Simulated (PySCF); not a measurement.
C$_{6}$H$_{11}$FO$_{2}$Si

```tsv
atom	x (Å)	y (Å)	z (Å)
C	3.6758	0.4692	-0.2031
O	2.4683	0.0578	0.3748
Si	0.9565	0.4734	0.0049
F	0.6932	0.0813	-1.5529
C	-0.0762	-0.6180	1.1174
C	-0.6901	-1.9018	0.6162
C	-1.5661	-0.7379	0.9407
C	-2.2815	-0.0029	-0.1662
C	-2.5213	1.4432	0.1495
O	-2.0965	2.0342	1.1014
H	3.9496	1.4601	0.1649
H	4.4443	-0.2488	0.0834
H	3.5984	0.5046	-1.2906
H	0.6839	1.9004	0.0028
H	0.2535	-0.6407	2.1483
H	-0.5554	-2.1520	-0.4254
H	-0.6936	-2.7598	1.2717
H	-2.1498	-0.7929	1.8525
H	-3.2482	-0.4706	-0.3792
H	-1.7024	-0.0384	-1.0916
H	-3.1515	1.9566	-0.6060
```

Geometry: GFN2-xTB.

These are results of PBE0/pcSseg-1, SCF density, gas phase, non-relativistic in PySCF, not measurements.

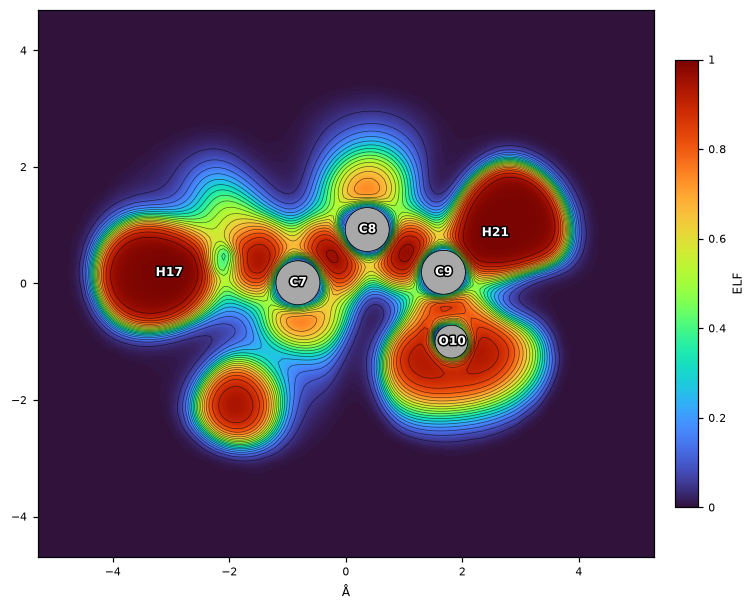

Figure 1. ELF on the plane of atoms O10, C9 and H21. Grey discs cover the atomic cores.

Describe what can be read from this map.

- The plane passes through C, O and H nuclei.
- C–O (1.20 Å): the ELF peaks at about 0.85 between the atoms; a multiple bond.
- C–C (1.51 Å): the ELF peaks at about 0.95 between the atoms; a shared electron pair.
- The ELF also peaks beside O10, away from the bonds: lone-pair regions.

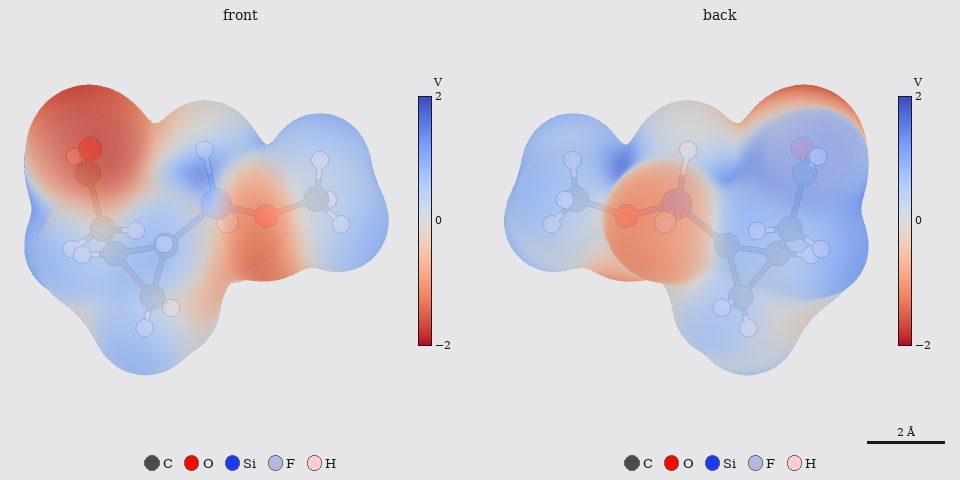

Figure 2. The molecular electrostatic potential painted on the density surface at 0.002 e/bohr³, seen from the front and from behind; the colour scale runs from red (negative) to blue (positive).

Describe the electrostatic potential map.

The most negative region (about −1.6 V) lies over O10, the most positive (about +1.2 V) over Si3 and C9. O10 is the likeliest acceptor of a hydrogen bond.

How polar is the molecule by this calculation?

Its dipole moment is 1.34 D.
